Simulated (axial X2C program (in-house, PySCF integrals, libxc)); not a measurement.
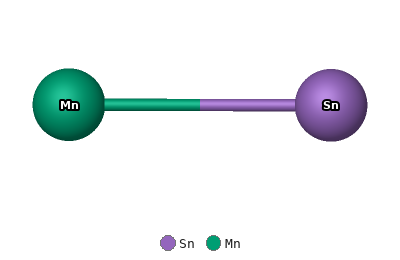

**Figure 1.** The molecule at the reference distance of 2.761 Å.

Relativistic diatomic calculation, with input and output: SnMn

- system: SnMn, single determinant with Ω = 7/2.
- method: M06, two-component X2C with atomic mean-field Coulomb and Gaunt terms, Sn dyall-cv3z, Mn dyall-cv3z (cores contracted) (axial X2C program (in-house, PySCF integrals, libxc))

## Summary

```
                 quantity                                                                 value
                  outcome                                                             converged
           bond length rₑ                                                               2.822 Å
                       ωₑ                                                            151.0 cm⁻¹
    energy at the minimum                                                   −7332.36000 hartree
depth below the fragments                                                               0.24 eV
                 hardware  1 thread of Arm Neoverse N1, 16 GiB of memory available, shared host
                wall time                                                                  25 s
              peak memory                                                              0.79 GiB
```

## Notes

Caveats: 5 of the 10 points asked for were kept.

## Input file
```
{"zs": [50, 25], "q": 0, "bas": ["dyall-cv3z", "dyall-cv3z"], "levels": ["PBE0", "HF", "M06"], "cc": true, "r0": 2.59, "thr": -1.0, "nmax": 90, "npts": 10, "nst": 2, "ntry": 6}
```

The line is the task of a batch: nuclear charges, charge, bases, the levels to run, a first guess of the distance and further settings. This report covers M06 with spin-orbit coupling. The log is that of the reference distance 2.761 Å.

Launched within a batch (the task file carries these settings):
```bash
python <driver script> task.json out
```

## The program's output
```
two-component X2C + atomic mean field  M06
basis functions 237  fitting functions 1248  grid points 5803
iter        total energy     max residual
   1      -7332.343367602     1.90e-01
   2      -7332.347846441     3.15e-02
   3      -7332.355345127     7.05e-02
   4      -7332.358090359     5.45e-03
   5      -7332.358601983     9.76e-03
   6      -7332.358928588     2.76e-03
   7      -7332.359211936     6.91e-03
   8      -7332.359559826     4.23e-03
   9      -7332.359708590     2.25e-03
  10      -7332.359757259     6.48e-04
  11      -7332.359763977     4.06e-04
  12      -7332.359765592     9.74e-05
  13      -7332.359765759     7.72e-05
  14      -7332.359765866     3.02e-05
  15      -7332.359765876     1.03e-05
  16      -7332.359765881     6.75e-06
converged
one-electron -10557.84581023  Coulomb 3209.05398236  exact exchange -58.12153561  xc functional -161.20221686  nuclear repulsion 239.57678872  atomic mean-field constant -3.82097425
```

## The points of the curve

| R (Å) | E (hartree) | dipole (D; origin at the first atom, positive when the second is positive) | highest filled (eV) | lowest empty (eV) |
| --- | --- | --- | --- | --- |
| 2.595 | −7332.355814 | 1.46 | −4.43 | −3.21 |
| 2.678 | −7332.358515 | 1.46 | −4.39 | −3.14 |
| 2.761 | −7332.359766 | 1.45 | −4.35 | −3.08 |
| 2.858 | −7332.359936 | 1.42 | −4.32 | −3.03 |
| 2.954 | −7332.359169 | 1.38 | −4.29 | −2.98 |

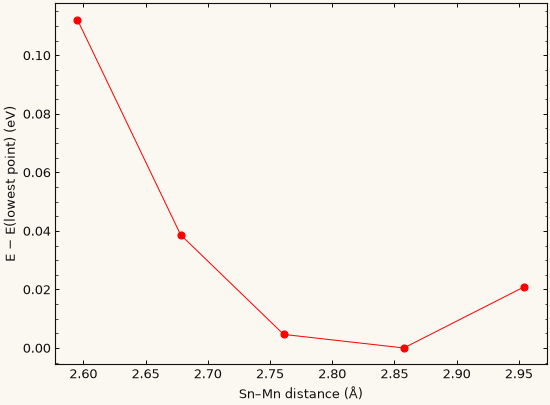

**Figure 2.** Energy at 5 bond lengths, for one set of occupations held fixed; the line joins the points. A polynomial of degree 3 through 5 points gives rₑ = 2.822 Å, ωₑ = 151.0 cm⁻¹ and Bₑ = 0.05617 cm⁻¹. The minimum lies 0.24 eV below Sn + Mn, each computed as one determinant at the same level.

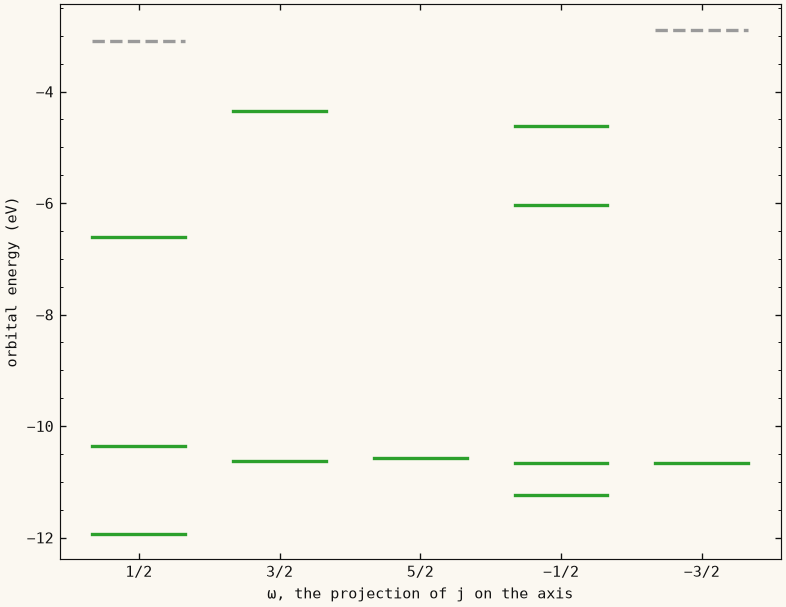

**Figure 3.** Orbital energies near the frontier at 2.76 Å, filled (solid) and empty (dashed). The highest filled spinor (3/2; 80 % Sn p, 16 % Mn p) lies at −4.35 eV, the lowest empty one (1/2; 65 % Sn p, 22 % Mn d) at −3.08 eV.
